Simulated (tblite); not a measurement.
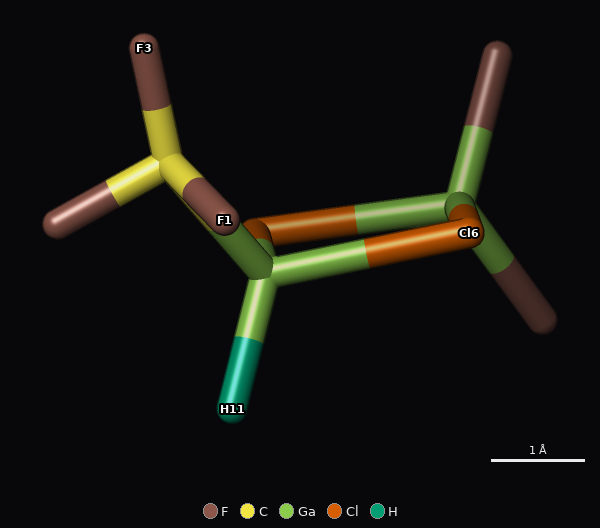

**Figure 1.** The structure (stick view, seen at a tilt; atoms are numbered from 1 in the order of the input). Sticks mark near contacts. Bond lengths as drawn: Cl–Ga 2.24 to 2.28 Å, C–F 1.32 to 1.41 Å, C–Ga 2.01 Å, F–Ga 1.74 Å and Ga–H 1.53 Å.

# Frequency calculation of CHCl2F5Ga2

The run: frequency calculation of CHCl2F5Ga2. Method and program: GFN2-xTB harmonic vibrations, gas phase (tblite 0.8.0).

It belongs to a series of runs on one base structure; here: H on Ga replaced by CF3.

**Input**
```
{"job": {"kind": "ir", "xc": "GFN2-xTB", "basis": "xTB"}, "charge": 0, "multiplicity": 1}
F     -2.476272    -0.313943     1.397863
C     -2.124547     0.382588     0.222313
F     -2.696057     1.568505     0.307427
F     -2.791394    -0.327800    -0.753913
Ga    -0.405804    -0.661345     0.159180
Cl     0.919402    -0.128639     1.906848
Ga     2.466046     0.363634     0.347015
F      2.917913     2.043579     0.396825
F      3.805244    -0.745336     0.426766
Cl     1.121972    -0.021983    -1.409071
H     -0.731079    -2.156591     0.052624
```

The first line tells a small driver script what to run in tblite; the rest is the geometry in Å.

Run on 1 CPU thread, shared host.

Launch command:
```bash
OMP_NUM_THREADS=1 python <driver script> task.json out
```

**What the program printed**
```
mode    cm-1     km/mol
  1      23.2      2.75
  2      30.3      3.30
  3      39.2      0.19
  4      56.5      0.12
  5      73.8      0.16
  6      82.1      3.07
  7     102.4     19.09
  8     105.3      5.60
  9     120.1     21.54
 10     130.9      5.65
 11     139.6     10.69
 12     208.7      3.75
 13     240.1     32.63
 14     267.2     25.24
 15     273.5     56.29
 16     299.7     65.34
 17     425.3     14.52
 18     436.4      9.41
 19     446.3    119.18
 20     458.5     65.03
 21     495.4     62.94
 22     561.4    107.96
 23     599.9      2.79
 24     810.1    204.24
 25     947.2    136.15
 26    1199.3    182.11
 27    1763.6    129.07
```

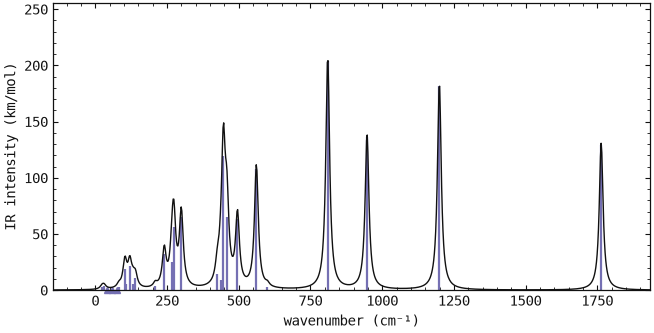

**Figure 2.** Harmonic infrared spectrum, unscaled: sticks (degenerate modes added up, dark ones marked on the axis) with a Lorentzian envelope of 16 cm⁻¹ full width, scaled to the tallest stick. 27 modes from 23 to 1764 cm⁻¹, none imaginary. The strongest line is at 810 cm⁻¹ (204 km/mol).

**Results in brief**

| quantity | value |
| --- | --- |
| outcome | converged |
| total energy | −1036.8249 eV |
| zero-point energy | 14.7760 kcal/mol |
| wall time | 0.97 s |
| peak memory | 0.18 GiB |
